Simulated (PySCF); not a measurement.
# Geometry relaxation, with input and output: C4H5ClGe

- system: C4H5ClGe, SMILES [Cl][GeH]1[CH]=CC=[CH]1
- method: PBE0-D3(BJ)/def2-SVP geometry optimisation, gas phase (PySCF 2.14.0)

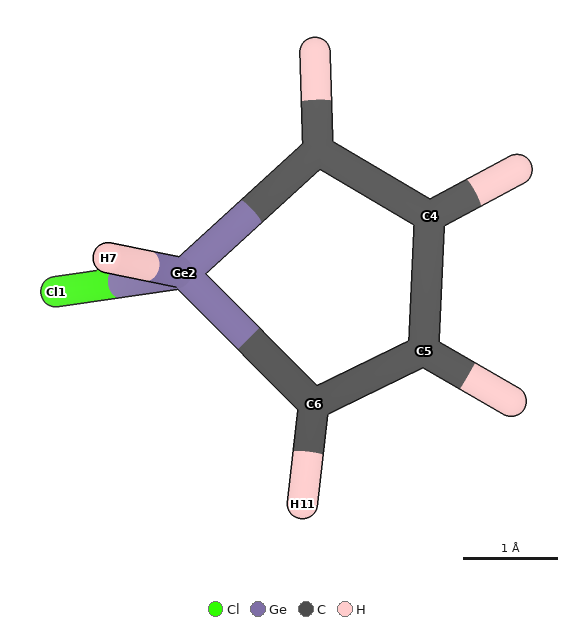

Fig. 1: The structure as given in the input (stick view, seen on its broad side; atoms are numbered from 1 in the order of the input). Sticks mark near contacts. Bond lengths as drawn: Cl–Ge 2.10 Å, C–C 1.33 to 1.44 Å, C–Ge 1.97 Å, C–H 1.05 to 1.08 Å and Ge–H 1.52 Å.

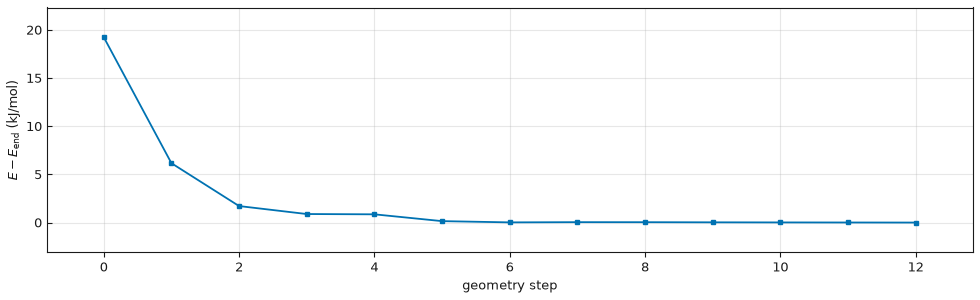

Fig. 2: Progress of the relaxation, step by step (steps are counted from 0).

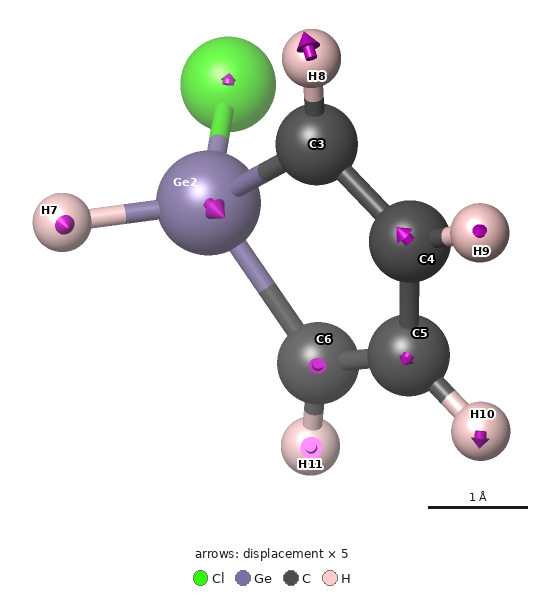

Fig. 3: The starting structure with the displacements as pink arrows, magnified 5 times (ball-and-stick view, seen at a tilt). The two geometries are laid on each other by the best rigid fit. Over 12 geometry steps the energy falls by 19.2 kJ/mol. Largest force component: 3.3 eV/Å at the start, 0.024 eV/Å at the end. The atom that moves furthest after the best rigid fit is H8 (0.061 Å). Largest moves by element: H 0.061 Å, Ge 0.057 Å, C 0.042 Å, Cl 0.024 Å. Distances before and after: Cl1–Ge2 2.105 → 2.165 Å, C4–C5 1.444 → 1.486 Å, C3–C4 1.387 → 1.346 Å, C3–H8 1.054 → 1.091 Å. Among the angles that change: C3–Ge2–C6 87.7° → 90.7°, C5–C4–H9 121.4° → 118.9°, Ge2–C6–C5 108.5° → 106.4°. (Atoms are counted from 1 in the order of the input.)

These pictures come from the run below.

The input:
```
{"job": {"xc": "PBE0", "basis": "def2-SVP", "d3": "d3bj", "grid": 1, "shake": 0.01, "kind": "geom"}, "charge": 0, "multiplicity": 1}
Cl    -1.882380    -2.068840    -1.347620
Ge    -1.014010    -0.984740     0.233720
C     -0.979490     0.966110    -0.059030
C      0.352310     1.339790    -0.163750
C      1.346660     0.297780    -0.058960
C      0.955950    -0.950980     0.155060
H     -1.638030    -1.482370     1.523310
H     -1.760810     1.670830    -0.124320
H      0.631150     2.364280    -0.308040
H      2.382920     0.598880    -0.126620
H      1.643830    -1.776580     0.260590
```

The first line tells a small driver script what to run in PySCF; the rest is the geometry in Å.

Launch command:
```bash
OMP_NUM_THREADS=1 python <driver script> task.json out
```

Output:
```
step   0  E = -2691.52101520  max force = 0.063949
step   1  E = -2691.52599664  max force = 0.014078
step   2  E = -2691.52769209  max force = 0.004424
step   3  E = -2691.52800727  max force = 0.002841
step   4  E = -2691.52801885  max force = 0.006034
step   5  E = -2691.52828803  max force = 0.002125
step   6  E = -2691.52833730  max force = 0.000900
step   7  E = -2691.52832898  max force = 0.001007
step   8  E = -2691.52833042  max force = 0.000926
step   9  E = -2691.52833538  max force = 0.000813
step  10  E = -2691.52833906  max force = 0.000673
step  11  E = -2691.52834181  max force = 0.000536
step  12  E = -2691.52834448  max force = 0.000468
optimisation converged
```

Trajectory as extended XYZ (Å, eV, eV/Å), 10 of the 13 frames kept, from step=0 to step=12:
```
11
Properties=species:S:1:pos:R:3:forces:R:3 step=0 energy=-73240.01732
Cl   -1.8824   -2.0688   -1.3476   -0.4567  -0.5065  -0.8064
Ge   -1.0140   -0.9847    0.2337    1.2591   1.4367   0.4571
C    -0.9795    0.9661   -0.0590    2.7658  -0.6527  -0.0651
C     0.3523    1.3398   -0.1638   -3.2884  -0.7763   0.2268
C     1.3467    0.2978   -0.0590    0.6561   0.4124   0.0752
C     0.9559   -0.9510    0.1551   -0.7943  -1.1505   0.1121
H    -1.6380   -1.4824    1.5233   -0.1448  -0.1037   0.2609
H    -1.7608    1.6708   -0.1243   -1.1634   0.9275  -0.0849
H     0.6311    2.3643   -0.3080    0.3022   0.7994  -0.1390
H     2.3829    0.5989   -0.1266    0.5913  -0.0435  -0.0605
H     1.6438   -1.7766    0.2606    0.2731  -0.3428   0.0238
11
Properties=species:S:1:pos:R:3:forces:R:3 step=1 energy=-73240.15288
Cl   -2.0424   -1.9690   -1.0006    0.0302   0.1672   0.3063
Ge   -0.9340   -0.8761    0.5467   -0.1339  -0.2729  -0.2922
C    -0.9296    1.0190    0.1349   -0.3715   0.0716  -0.4602
C     0.2874    1.2856   -0.3728    0.2973   0.2130   0.7239
C     1.3249    0.2218   -0.3123   -0.2214  -0.1206  -0.0964
C     0.9461   -1.0069    0.0869    0.0935   0.1357   0.1801
H    -1.4362   -1.3689    1.9177    0.0562   0.0273  -0.1409
H    -1.7542    1.7452    0.1215    0.1945  -0.1984   0.0889
H     0.5772    2.2879   -0.7052   -0.0295  -0.0209  -0.1817
H     2.3535    0.4663   -0.5851    0.0922   0.0103  -0.1478
H     1.6282   -1.8550    0.1563   -0.0076  -0.0122   0.0200
11
Properties=species:S:1:pos:R:3:forces:R:3 step=3 energy=-73240.20759
Cl   -2.0945   -1.9871   -0.9607   -0.0145  -0.0262   0.0429
Ge   -0.9347   -0.8882    0.5124   -0.0363  -0.0291  -0.1461
C    -0.9442    1.0030    0.0832    0.0819  -0.0761  -0.0028
C     0.3086    1.3049   -0.3042    0.0115   0.1112  -0.1022
C     1.3374    0.2325   -0.2978   -0.1035  -0.0125   0.0739
C     0.9565   -0.9974    0.0925    0.0855  -0.0174   0.0791
H    -1.4324   -1.3631    1.8811    0.0243   0.0195   0.0404
H    -1.7683    1.7160    0.0841   -0.0128   0.0317   0.0129
H     0.5955    2.3053   -0.6466    0.0071   0.0246   0.0301
H     2.3610    0.4723   -0.6084   -0.0303   0.0005   0.0204
H     1.6361   -1.8483    0.1525   -0.0129  -0.0263  -0.0486
11
Properties=species:S:1:pos:R:3:forces:R:3 step=4 energy=-73240.20791
Cl   -2.1420   -2.0279   -0.9118   -0.0584  -0.1220  -0.0862
Ge   -0.9324   -0.9001    0.4793    0.0138   0.0339  -0.0139
C    -0.9472    0.9885    0.0275   -0.0272   0.0656   0.2115
C     0.3139    1.3247   -0.2947   -0.0667  -0.2360  -0.0556
C     1.3318    0.2434   -0.2694    0.3103   0.0784  -0.1457
C     0.9627   -1.0017    0.0794   -0.1348   0.0344   0.0416
H    -1.4055   -1.3451    1.8685    0.0259   0.0714   0.0359
H    -1.7727    1.6967    0.0538   -0.0974   0.0632  -0.0520
H     0.6109    2.3351   -0.5976    0.0063  -0.0164   0.0426
H     2.3594    0.4907   -0.5601    0.0203  -0.0016   0.0364
H     1.6421   -1.8544    0.1133    0.0080   0.0292  -0.0146
11
Properties=species:S:1:pos:R:3:forces:R:3 step=5 energy=-73240.21523
Cl   -2.1382   -2.0470   -0.9072   -0.0118  -0.0580  -0.0108
Ge   -0.9345   -0.8986    0.4806   -0.0131   0.0248  -0.0515
C    -0.9526    0.9907    0.0336    0.0302  -0.0119   0.1093
C     0.3095    1.3152   -0.3009   -0.0114  -0.0030  -0.0350
C     1.3391    0.2440   -0.2805    0.0091   0.0022  -0.0230
C     0.9607   -0.9969    0.0758   -0.0065  -0.0157   0.0102
H    -1.3990   -1.3321    1.8764    0.0228   0.0411   0.0247
H    -1.7774    1.7031    0.0562   -0.0155   0.0153  -0.0365
H     0.6059    2.3278   -0.5966   -0.0029   0.0028   0.0092
H     2.3679    0.4934   -0.5635   -0.0035   0.0012   0.0099
H     1.6395   -1.8497    0.1143    0.0026   0.0012  -0.0064
11
Properties=species:S:1:pos:R:3:forces:R:3 step=7 energy=-73240.21634
Cl   -2.1471   -2.1268   -0.8206    0.0227   0.0408   0.0330
Ge   -0.9294   -0.8971    0.4858   -0.0107  -0.0205  -0.0011
C    -0.9609    0.9859    0.0212   -0.0076   0.0063  -0.0294
C     0.2993    1.3135   -0.3189    0.0128   0.0279   0.0181
C     1.3353    0.2479   -0.3019   -0.0518  -0.0134   0.0268
C     0.9605   -0.9933    0.0582    0.0260  -0.0104  -0.0188
H    -1.3473   -1.2671    1.9151    0.0052  -0.0049   0.0058
H    -1.7880    1.6976    0.0363    0.0156  -0.0163   0.0006
H     0.5924    2.3305   -0.6020   -0.0073  -0.0020  -0.0233
H     2.3640    0.5028   -0.5793   -0.0050  -0.0026  -0.0190
H     1.6422   -1.8440    0.0942    0.0001  -0.0049   0.0075
11
Properties=species:S:1:pos:R:3:forces:R:3 step=8 energy=-73240.21638
Cl   -2.1476   -2.1326   -0.7941    0.0119   0.0393   0.0258
Ge   -0.9251   -0.8937    0.4974   -0.0091  -0.0317   0.0234
C    -0.9616    0.9866    0.0235   -0.0103  -0.0081  -0.0476
C     0.2959    1.3118   -0.3277    0.0134   0.0175   0.0148
C     1.3314    0.2458   -0.3107   -0.0096  -0.0034   0.0086
C     0.9618   -0.9945    0.0577   -0.0058   0.0135  -0.0073
H    -1.3320   -1.2522    1.9329    0.0009  -0.0120   0.0024
H    -1.7898    1.6969    0.0343    0.0112  -0.0130   0.0110
H     0.5860    2.3264   -0.6222   -0.0005  -0.0027  -0.0196
H     2.3577    0.4998   -0.5977   -0.0001   0.0000  -0.0161
H     1.6444   -1.8444    0.0947   -0.0019   0.0006   0.0048
11
Properties=species:S:1:pos:R:3:forces:R:3 step=9 energy=-73240.21652
Cl   -2.1489   -2.1303   -0.7912    0.0051   0.0275   0.0170
Ge   -0.9247   -0.8938    0.4995    0.0001  -0.0185   0.0255
C    -0.9610    0.9859    0.0231   -0.0073   0.0002  -0.0418
C     0.2960    1.3120   -0.3291    0.0042   0.0028   0.0183
C     1.3311    0.2458   -0.3114   -0.0002  -0.0009   0.0040
C     0.9617   -0.9942    0.0581   -0.0020   0.0088  -0.0070
H    -1.3309   -1.2526    1.9351    0.0015  -0.0093   0.0016
H    -1.7895    1.6955    0.0340    0.0023  -0.0048   0.0102
H     0.5857    2.3264   -0.6252   -0.0021  -0.0047  -0.0187
H     2.3572    0.4993   -0.5997   -0.0014  -0.0022  -0.0145
H     1.6443   -1.8441    0.0950   -0.0003   0.0010   0.0052
11
Properties=species:S:1:pos:R:3:forces:R:3 step=11 energy=-73240.21669
Cl   -2.1489   -2.1240   -0.7932   -0.0051   0.0075   0.0095
Ge   -0.9241   -0.8942    0.5014    0.0079  -0.0002   0.0276
C    -0.9610    0.9852    0.0231   -0.0021  -0.0027  -0.0266
C     0.2958    1.3117   -0.3294    0.0021   0.0026   0.0136
C     1.3311    0.2458   -0.3108    0.0038   0.0023  -0.0025
C     0.9621   -0.9939    0.0596   -0.0018   0.0016  -0.0058
H    -1.3303   -1.2552    1.9366    0.0004  -0.0072  -0.0016
H    -1.7901    1.6938    0.0335   -0.0014   0.0011   0.0080
H     0.5850    2.3255   -0.6280   -0.0027  -0.0042  -0.0170
H     2.3568    0.4991   -0.6009   -0.0025  -0.0025  -0.0115
H     1.6446   -1.8439    0.0960    0.0015   0.0016   0.0062
11
Properties=species:S:1:pos:R:3:forces:R:3 step=12 energy=-73240.21677
Cl   -2.1489   -2.1213   -0.7945   -0.0059   0.0027   0.0104
Ge   -0.9239   -0.8943    0.5024    0.0103   0.0049   0.0241
C    -0.9609    0.9849    0.0233   -0.0026  -0.0001  -0.0206
C     0.2957    1.3116   -0.3296    0.0014   0.0011   0.0108
C     1.3312    0.2458   -0.3106    0.0009   0.0004  -0.0038
C     0.9623   -0.9938    0.0605    0.0004   0.0008  -0.0065
H    -1.3302   -1.2566    1.9373   -0.0006  -0.0067  -0.0022
H    -1.7903    1.6932    0.0336   -0.0005   0.0012   0.0069
H     0.5845    2.3251   -0.6295   -0.0030  -0.0038  -0.0156
H     2.3567    0.4990   -0.6017   -0.0021  -0.0024  -0.0100
H     1.6448   -1.8438    0.0968    0.0018   0.0019   0.0066
```

Summary:

| quantity | value |
| --- | --- |
| outcome | converged |
| total energy | −2691.528344 hartree |
| dipole moment | 2.36 D |
| point group | Cs |
| hardware | 1 CPU thread, shared host |
| wall time | 2.9 min |
| peak memory | 0.52 GiB |
